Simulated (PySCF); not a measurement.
Molecule: C4H16Si3, SMILES CC(C)(C)[SiH2][SiH2][SiH3]. Atoms near the plane z = 0.0 Å, at the GFN2-xTB optimised geometry (x, y, z in Å): C2 (-0.4, -0.8, 0.0), C3 (1.1, -0.8, 0.0), Si5 (-1.1, 1.0, 0.0), H11 (1.5, -0.3, -0.9), H12 (1.5, -0.3, 0.9), H13 (1.5, -1.8, 0.0), H18 (-2.6, 0.9, -0.1), H21 (2.6, 2.6, 0.7).

Computed with PBE0/def2-SVP (PySCF). Cells within 0.4 Å of a nucleus heavier than hydrogen are left out (blank, or x). The values are rescaled to run from 0 to 1.

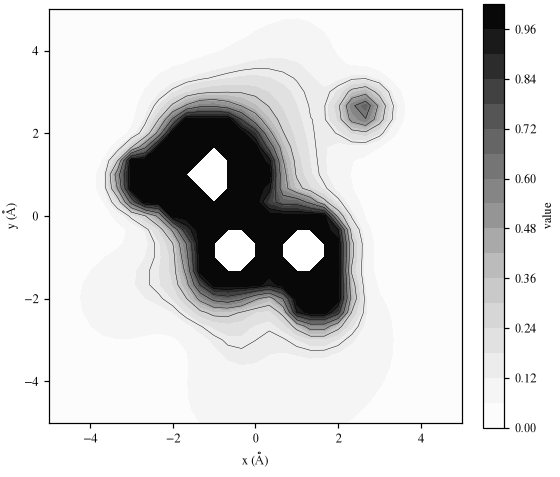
*a field on the plane z = 0.0 Å.*

**Question.** Which quantity is mapped?
(A) log10 of the electron density
(B) Laplacian of the electron density
(C) electrostatic potential
(D) deformation density (molecule minus spherical neutral atoms)

**Answer.** C, electrostatic potential. In full: electrostatic potential (hartree/e), clipped to [-0.08, 0.12].
